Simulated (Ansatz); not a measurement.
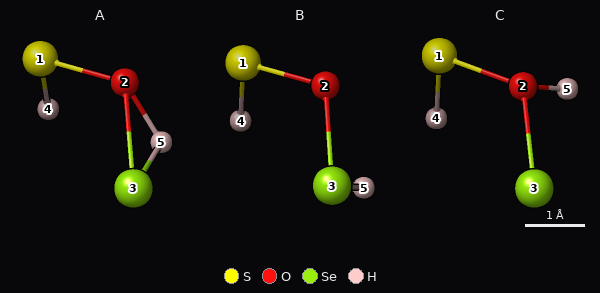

3 geometries from a converged minimum-energy path of H2SeSO, shuffled. A ball-and-stick model, seen from a free direction.

Level of theory: RKS B3LYP-D4/def2-SVPD in Ansatz. Settings: 7 movable images; climbing image; force threshold 0.05 eV/Å; iteration limit 60; starting path through a guess of the saddle point.

Which frame is the top of the path?

Answer. A. In order along the path, whose images run from 0 to 8: B (image 3, +66.5 kJ/mol), A (image 5, +180.3 kJ/mol), C (image 7, +111.1 kJ/mol). A hydrogen atom shifts from one atom to another. Breaking: Se3–H5 (1.48 → 1.65 at the top → 2.46 Å). Forming: O2–H5 (2.47 → 1.24 at the top → 0.97 Å).
